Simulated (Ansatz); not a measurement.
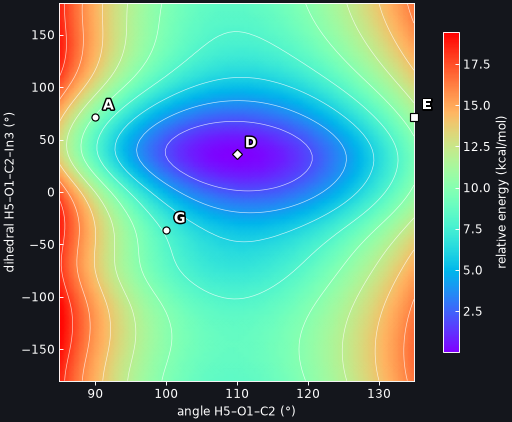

CH₄IInO, SMILES O[CH2][InH][I]. First axis: angle H5–O1–C2. Second axis: dihedral H5–O1–C2–In3. Nothing is relaxed (all other coordinates rigid). Grid: 11 × 10 points. Energies are in kcal/mol, from the relaxed molecule at the same level. All numbers below come from RKS SPW92 (LDA)/def2-TZVP in Ansatz.

In the figure: a smooth colour map with a few white contour lines, lettered points. Between grid points the surface is interpolated.

Q: Is D the lowest point of the computed grid?

A: Yes. D, at angle H5–O1–C2 = 109.9°, dihedral H5–O1–C2–In3 = 36°, has the lowest energy of the grid.

Q: What kind of point is each of A, D: minimum, saddle, maximum or slope?

A: A: on a slope; D: minimum. (In these two coordinates alone; a stationary point may lie a little off the grid point.)
